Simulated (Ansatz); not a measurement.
**C$_{7}$H$_{14}$: density, localisation and related maps**

Input file:

```
crystal:
  periodic: [false, false, false]
  atoms:
    - {symbol: C, position_ang: [-1.670332, -2.370278, 0.522431]}
    - {symbol: C, position_ang: [-0.229072, -2.104335, 0.098127]}
    - {symbol: C, position_ang: [0.262623, -0.780165, 0.580986]}
    - {symbol: C, position_ang: [0.620230, 0.287360, -0.134561]}
    - {symbol: C, position_ang: [0.619704, 0.342399, -1.630592]}
    - {symbol: C, position_ang: [1.062315, 1.547439, 0.556577]}
    - {symbol: C, position_ang: [0.128290, 2.732706, 0.334042]}
    - {symbol: H, position_ang: [-1.777044, -2.308926, 1.608841]}
    - {symbol: H, position_ang: [-1.999592, -3.364215, 0.209721]}
    - {symbol: H, position_ang: [-2.346391, -1.632758, 0.083277]}
    - {symbol: H, position_ang: [-0.147745, -2.183878, -0.987974]}
    - {symbol: H, position_ang: [0.411609, -2.893259, 0.511139]}
    - {symbol: H, position_ang: [0.308083, -0.683453, 1.666040]}
    - {symbol: H, position_ang: [-0.097168, 1.083425, -1.997376]}
    - {symbol: H, position_ang: [0.371530, -0.612120, -2.091695]}
    - {symbol: H, position_ang: [1.603397, 0.650977, -2.000730]}
    - {symbol: H, position_ang: [1.151552, 1.352984, 1.628920]}
    - {symbol: H, position_ang: [2.066054, 1.816891, 0.202720]}
    - {symbol: H, position_ang: [0.068505, 3.011124, -0.720411]}
    - {symbol: H, position_ang: [0.476331, 3.609930, 0.884352]}
    - {symbol: H, position_ang: [-0.882888, 2.498174, 0.676177]}
basis:
  gaussian: {orbitals: def2-TZVPP}
hamiltonian: {xc: pbe0, dispersion: d4}
output: {orbitals: {seedname: orbitals}}
```

Launched as:

```sh
ansatz run in.yaml --threads 2 --pin off --events-out ev --progress --plain --max-ram 32768MiB --backend cuda --devices 0, --max-vram 18GiB
```

Geometry: PBE0-D4/def2-TZVP.

The calculation used RKS PBE0-D4/def2-TZVPP (Ansatz).

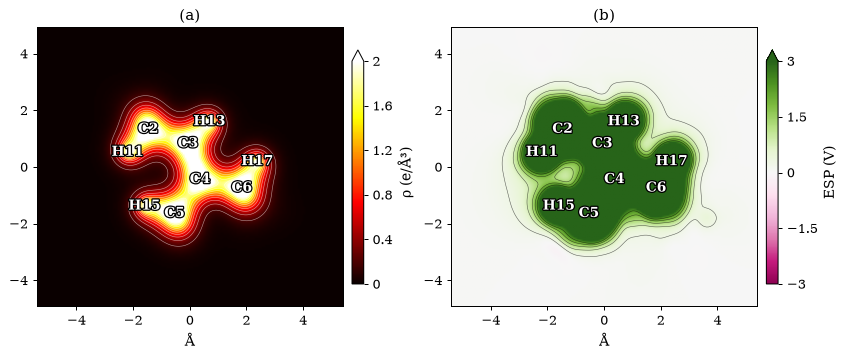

Figure 1. (a) electron density; (b) electrostatic potential on the plane of atoms C4, C3 and H13.

> Read the bonding off the picture.

The plane passes through C and H nuclei. C–C (1.33 Å): ρ is about 2.4 e/Å³ halfway. C–H (1.09 Å): the density is about 2 e/Å³ at the midpoint. C–C (1.49 Å): ρ is about 1.8 e/Å³ halfway. The potential has no marked negative region in this plane.

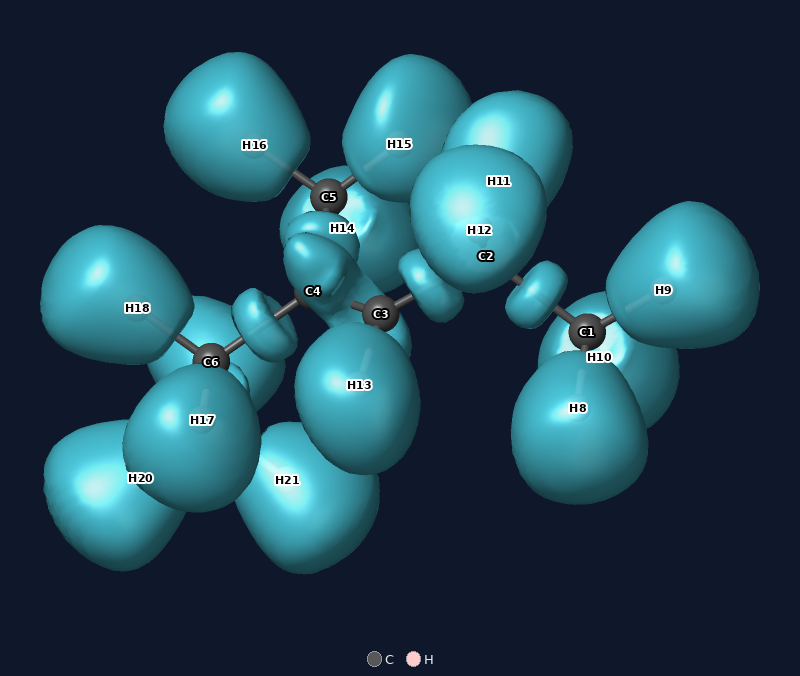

Figure 2. Isosurface of the electron localisation function at 0.8 (cyan), seen at a tilt. Only the valence region is drawn (cores and ρ < 0.01 e/Å³ removed).

> Identify the bonds, lone pairs and shells in this picture.

The surface consists of six regions between bonded C–C atoms (shared pairs) and 14 regions around hydrogen nuclei. Along the contacts the grid gives the following. C–C (1.33 Å): the ELF peaks at about 0.90 between the atoms (a short, multiple covalent bond). C–H (1.09 Å): the ELF climbs to about 1 towards the hydrogen, as it does in any bond to H: a covalent bond by its length.

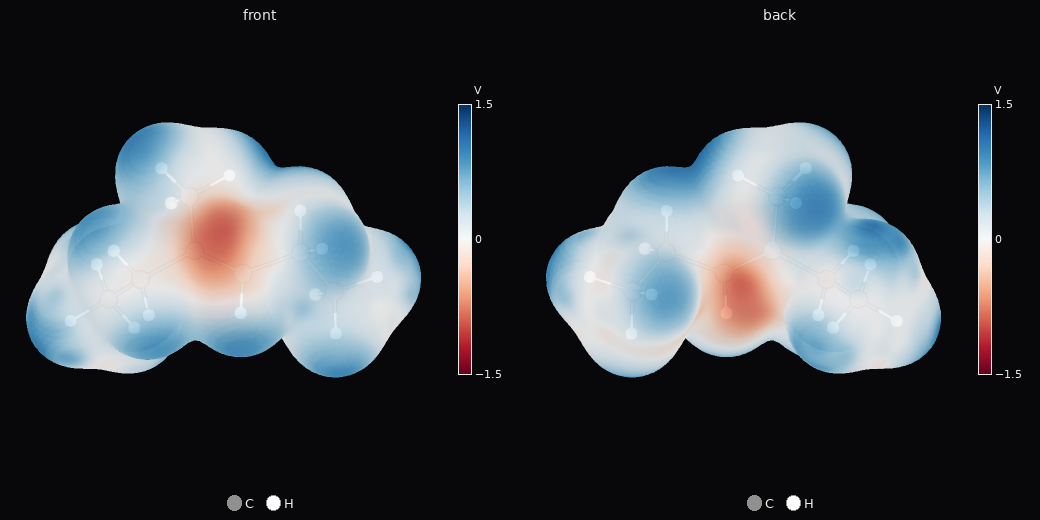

Figure 3. The electrostatic potential painted on the density surface at 0.004 e/bohr³, seen from the front and from behind; the colour scale runs from red (negative) to blue (positive).

> Which sites attract a positive test charge, and which a negative one?

A positive charge is drawn to the negative regions and a negative charge to the positive ones. The most negative region (about −0.9 V) lies over the π face of C3 and C4, the most positive (about +1.1 V) over the H atoms.
